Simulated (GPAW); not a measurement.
# SiHClO: molecular dynamics

- system: SiHClO
- method: PBE/real-space grid, dispersion D3(0), scalar-relativistic datasets (GPAW 26.7.0)

The geometry comes from this level: PBE0-D4/def2-TZVP.

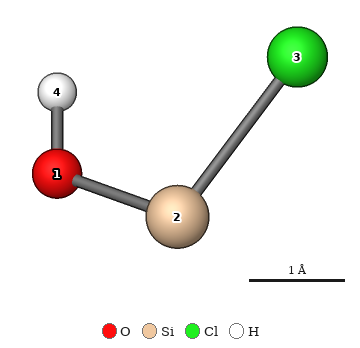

The starting structure (ball-and-stick view, seen at a tilt; atoms are numbered from 1 in the order of the input). Bond lengths as drawn: Cl–Si 2.11 Å, H–O 0.96 Å and O–Si 1.64 Å.

## Summary

- outcome: finished
- mean temperature over the second half: 358 K
- trajectory: 21 frames kept, 10 fs
- hardware: 1 thread of Intel Xeon @ 2.50GHz (Skylake/Cascade Lake), 12 GiB of memory available, shared host
- wall time: 2.5 min
- peak memory: 0.35 GiB

## Notes

On so coarse a grid the energy depends on the position of the molecule, which gives spurious forces. So short a trajectory is not equilibrated.

## The input (run.py)
```python
import numpy as np
from ase import units
from ase.calculators.mixing import SumCalculator
from ase.io.zmatrix import parse_zmatrix
from ase.md.velocitydistribution import MaxwellBoltzmannDistribution, Stationary, ZeroRotation
from ase.md.verlet import VelocityVerlet
from dftd3.ase import DFTD3
from gpaw import GPAW

atoms = parse_zmatrix("""
O
Si 1 1.636709
Cl 2 2.110468 1 101.28075
H 1 0.962827 2 120.37708 3 -0.02597
""")
atoms.center(vacuum=4.5)

dft = GPAW(mode='fd', h=0.22, xc='PBE', maxiter=120, symmetry='off', txt='gs.txt')
atoms.calc = SumCalculator([DFTD3(method='PBE', damping='d3zero'), dft])

rng = np.random.default_rng(285)
MaxwellBoltzmannDistribution(atoms, temperature_K=500, rng=rng)
Stationary(atoms)
ZeroRotation(atoms)
dyn = VelocityVerlet(atoms, timestep=0.5 * units.fs, trajectory='md.traj', logfile='-')
dyn.run(20)
```

Command:
```bash
python3 -u run.py | tee run.out
```

## What the program printed
```
DeprecationWarning: Use thermalize_momenta
Time[ps]      Etot[eV]     Epot[eV]     Ekin[eV]    T[K]
0.0000         -18.8902     -19.3139       0.4237   819.5
0.0005         -18.8891     -19.2973       0.4083   789.6
0.0010         -18.8881     -19.2746       0.3865   747.6
0.0015         -18.8877     -19.2593       0.3716   718.6
0.0020         -18.8881     -19.2573       0.3692   714.1
0.0025         -18.8889     -19.2648       0.3760   727.2
0.0030         -18.8896     -19.2688       0.3792   733.4
0.0035         -18.8897     -19.2569       0.3672   710.2
0.0040         -18.8893     -19.2270       0.3378   653.3
0.0045         -18.8888     -19.1846       0.2958   572.2
0.0050         -18.8880     -19.1387       0.2508   485.0
0.0055         -18.8879     -19.0994       0.2115   409.0
0.0060         -18.8877     -19.0713       0.1836   355.2
0.0065         -18.8880     -19.0578       0.1698   328.4
0.0070         -18.8879     -19.0574       0.1694   327.7
0.0075         -18.8883     -19.0671       0.1789   345.9
0.0080         -18.8888     -19.0797       0.1910   369.3
0.0085         -18.8893     -19.0859       0.1967   380.4
0.0090         -18.8894     -19.0778       0.1884   364.4
0.0095         -18.8891     -19.0532       0.1641   317.3
0.0100         -18.8881     -19.0187       0.1305   252.5
```

## Trajectory as extended XYZ (Å, eV, eV/Å), 21 frames, from step=0 to step=20
```
4
Properties=species:S:1:pos:R:3:forces:R:3 step=0 time_fs=0.0 energy=-19.31385 temperature=819.5
O     4.9869    4.5000    4.5000   -0.6327  -0.5799   0.0033
Si    6.6236    4.5000    4.5000    0.7442  -0.3031  -0.0003
Cl    7.0364    6.5697    4.5000    0.0908   0.3324   0.0003
H     4.5000    5.3306    4.5004   -0.2680   0.4942   0.0007
4
Properties=species:S:1:pos:R:3:forces:R:3 step=1 time_fs=0.5 energy=-19.29731 temperature=789.6
O     4.9856    4.4988    4.5014   -0.1963  -1.2985  -0.0159
Si    6.6226    4.4982    4.4995    0.8303  -0.3263   0.0119
Cl    7.0368    6.5716    4.5002    0.0595   0.2765  -0.0059
H     4.5375    5.3320    4.4844   -0.7885   1.2946  -0.0680
4
Properties=species:S:1:pos:R:3:forces:R:3 step=2 time_fs=1.0 energy=-19.27463 temperature=747.6
O     4.9843    4.4975    4.5028    0.0821  -1.8498  -0.0081
Si    6.6216    4.4963    4.4991    0.9153  -0.3510   0.0259
Cl    7.0371    6.5736    4.5004    0.0308   0.2262  -0.0125
H     4.5731    5.3364    4.4682   -1.1251   1.9393  -0.1584
4
Properties=species:S:1:pos:R:3:forces:R:3 step=3 time_fs=1.5 energy=-19.25926 temperature=718.6
O     4.9829    4.4959    4.5042    0.1431  -2.0458   0.0053
Si    6.6208    4.4944    4.4986    0.9967  -0.3750   0.0417
Cl    7.0374    6.5756    4.5005    0.0061   0.1835  -0.0190
H     4.6060    5.3455    4.4516   -1.3203   2.2006  -0.1669
4
Properties=species:S:1:pos:R:3:forces:R:3 step=4 time_fs=2.0 energy=-19.25733 temperature=714.1
O     4.9816    4.4939    4.5056   -0.0038  -1.7827  -0.0059
Si    6.6200    4.4925    4.4982    1.0698  -0.3954   0.0585
Cl    7.0378    6.5775    4.5007   -0.0156   0.1495  -0.0253
H     4.6358    5.3599    4.4347   -1.2624   1.9947  -0.1194
4
Properties=species:S:1:pos:R:3:forces:R:3 step=5 time_fs=2.5 energy=-19.26485 temperature=727.2
O     4.9803    4.4917    4.5070   -0.2789  -1.1175  -0.0626
Si    6.6193    4.4905    4.4977    1.1299  -0.4107   0.0756
Cl    7.0381    6.5795    4.5009   -0.0337   0.1212  -0.0316
H     4.6625    5.3790    4.4174   -0.9415   1.3673  -0.0409
4
Properties=species:S:1:pos:R:3:forces:R:3 step=6 time_fs=3.0 energy=-19.26878 temperature=733.4
O     4.9790    4.4893    4.5084   -0.5738  -0.2317  -0.1659
Si    6.6187    4.4885    4.4973    1.1738  -0.4205   0.0923
Cl    7.0385    6.5815    4.5011   -0.0494   0.0966  -0.0377
H     4.6870    5.4014    4.4001   -0.6256   0.4965   0.0598
4
Properties=species:S:1:pos:R:3:forces:R:3 step=7 time_fs=3.5 energy=-19.25689 temperature=710.2
O     4.9775    4.4869    4.5098   -0.8117   0.6732  -0.2976
Si    6.6182    4.4865    4.4969    1.2002  -0.4255   0.1081
Cl    7.0388    6.5835    4.5013   -0.0635   0.0737  -0.0436
H     4.7099    5.4250    4.3829   -0.4216  -0.3718   0.1533
4
Properties=species:S:1:pos:R:3:forces:R:3 step=8 time_fs=4.0 energy=-19.22705 temperature=653.3
O     4.9760    4.4846    4.5111   -0.9609   1.4705  -0.4373
Si    6.6178    4.4844    4.4964    1.2092  -0.4267   0.1232
Cl    7.0391    6.5856    4.5014   -0.0758   0.0519  -0.0497
H     4.7319    5.4477    4.3661   -0.3342  -1.1153   0.2633
4
Properties=species:S:1:pos:R:3:forces:R:3 step=9 time_fs=4.5 energy=-19.18460 temperature=572.2
O     4.9743    4.4825    4.5124   -1.0196   2.1046  -0.5723
Si    6.6175    4.4823    4.4960    1.2028  -0.4251   0.1375
Cl    7.0394    6.5876    4.5016   -0.0872   0.0280  -0.0560
H     4.7531    5.4677    4.3499   -0.2864  -1.7244   0.3972
4
Properties=species:S:1:pos:R:3:forces:R:3 step=10 time_fs=5.0 energy=-19.13874 temperature=485.0
O     4.9724    4.4807    4.5136   -1.0019   2.5620  -0.6910
Si    6.6173    4.4802    4.4956    1.1843  -0.4215   0.1514
Cl    7.0398    6.5896    4.5018   -0.0979  -0.0004  -0.0622
H     4.7736    5.4836    4.3346   -0.2304  -2.1421   0.5502
4
Properties=species:S:1:pos:R:3:forces:R:3 step=11 time_fs=5.5 energy=-19.09935 temperature=409.0
O     4.9704    4.4793    4.5147   -0.9306   2.8482  -0.7816
Si    6.6172    4.4780    4.4952    1.1577  -0.4170   0.1652
Cl    7.0401    6.5916    4.5019   -0.1094  -0.0352  -0.0680
H     4.7935    5.4943    4.3207   -0.2509  -2.3933   0.6770
4
Properties=species:S:1:pos:R:3:forces:R:3 step=12 time_fs=6.0 energy=-19.07135 temperature=355.2
O     4.9683    4.4784    4.5156   -0.8243   2.9722  -0.8393
Si    6.6172    4.4758    4.4948    1.1270  -0.4124   0.1792
Cl    7.0404    6.5936    4.5021   -0.1206  -0.0780  -0.0730
H     4.8128    5.4994    4.3084   -0.3680  -2.4819   0.7481
4
Properties=species:S:1:pos:R:3:forces:R:3 step=13 time_fs=6.5 energy=-19.05778 temperature=328.4
O     4.9660    4.4779    4.5164   -0.6896   2.9421  -0.8673
Si    6.6173    4.4736    4.4945    1.0950  -0.4077   0.1937
Cl    7.0407    6.5956    4.5022   -0.1314  -0.1286  -0.0778
H     4.8313    5.4985    4.2978   -0.5197  -2.4080   0.7703
4
Properties=species:S:1:pos:R:3:forces:R:3 step=14 time_fs=7.0 energy=-19.05737 temperature=327.7
O     4.9637    4.4778    4.5171   -0.5355   2.7598  -0.8629
Si    6.6175    4.4713    4.4941    1.0637  -0.4022   0.2089
Cl    7.0409    6.5976    4.5024   -0.1419  -0.1869  -0.0823
H     4.8485    5.4918    4.2892   -0.6652  -2.1849   0.7352
4
Properties=species:S:1:pos:R:3:forces:R:3 step=15 time_fs=7.5 energy=-19.06713 temperature=345.9
O     4.9612    4.4782    4.5177   -0.3676   2.4162  -0.8219
Si    6.6178    4.4690    4.4938    1.0338  -0.3952   0.2250
Cl    7.0412    6.5996    4.5025   -0.1523  -0.2503  -0.0861
H     4.8641    5.4800    4.2822   -0.7773  -1.8053   0.6391
4
Properties=species:S:1:pos:R:3:forces:R:3 step=16 time_fs=8.0 energy=-19.07974 temperature=369.3
O     4.9587    4.4789    4.5181   -0.1893   1.8959  -0.7365
Si    6.6182    4.4666    4.4935    1.0050  -0.3858   0.2420
Cl    7.0415    6.6016    4.5026   -0.1626  -0.3169  -0.0893
H     4.8779    5.4637    4.2768   -0.8920  -1.2438   0.5078
4
Properties=species:S:1:pos:R:3:forces:R:3 step=17 time_fs=8.5 energy=-19.08594 temperature=380.4
O     4.9562    4.4799    4.5185   -0.0054   1.1931  -0.6001
Si    6.6187    4.4642    4.4932    0.9754  -0.3726   0.2596
Cl    7.0417    6.6035    4.5028   -0.1740  -0.3838  -0.0922
H     4.8895    5.4446    4.2727   -1.0110  -0.5090   0.3335
4
Properties=species:S:1:pos:R:3:forces:R:3 step=18 time_fs=9.0 energy=-19.07784 temperature=364.4
O     4.9536    4.4810    4.5187    0.1735   0.3329  -0.4129
Si    6.6192    4.4618    4.4930    0.9419  -0.3540   0.2772
Cl    7.0420    6.6055    4.5029   -0.1840  -0.4480  -0.0951
H     4.8987    5.4242    4.2693   -1.1317   0.3828   0.1081
4
Properties=species:S:1:pos:R:3:forces:R:3 step=19 time_fs=9.5 energy=-19.05318 temperature=317.3
O     4.9511    4.4823    4.5189    0.3387  -0.6076  -0.1884
Si    6.6199    4.4594    4.4927    0.8999  -0.3277   0.2940
Cl    7.0422    6.6074    4.5030   -0.1932  -0.5071  -0.0979
H     4.9052    5.4047    4.2662   -1.2290   1.3470  -0.1665
4
Properties=species:S:1:pos:R:3:forces:R:3 step=20 time_fs=10.0 energy=-19.01865 temperature=252.5
O     4.9487    4.4834    4.5190    0.4814  -1.4797   0.0373
Si    6.6206    4.4569    4.4925    0.8448  -0.2912   0.3087
Cl    7.0424    6.6092    4.5031   -0.2008  -0.5590  -0.0996
H     4.9088    5.3884    4.2626   -1.3121   2.2526  -0.4379
```

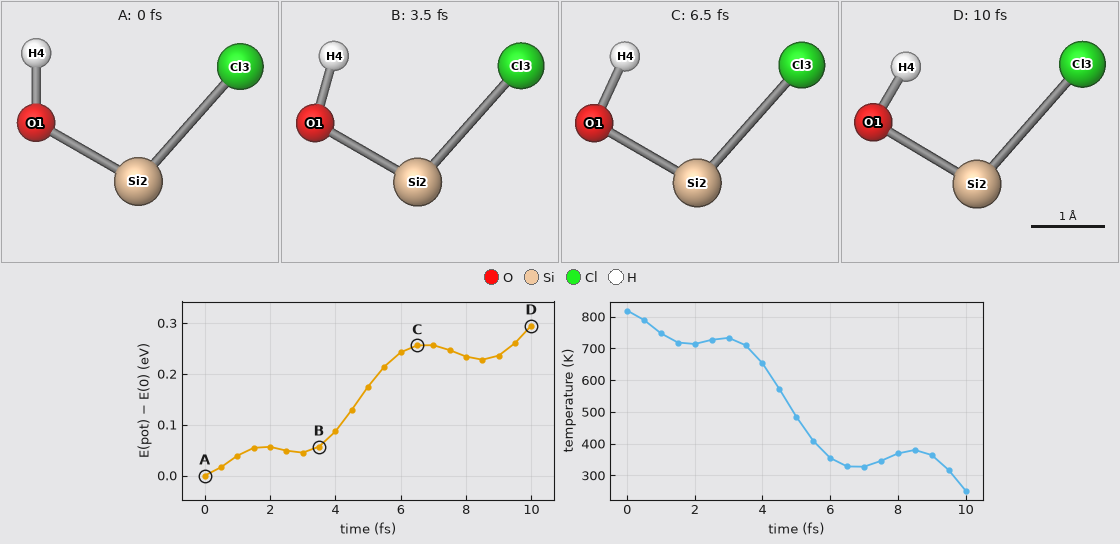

Frames of the molecular dynamics (ball-and-stick, seen on its broad side) above the curves, on which the letters mark them. The trajectory kept here has 21 frames over 10 fs. The temperature starts at 819 K, ranges from 252 to 819 K and averages 358 K over the second half. The potential energy ends 0.295 eV above its first value. After an unweighted best fit of the last frame on the first, the root-mean-square displacement is 0.20 Å.
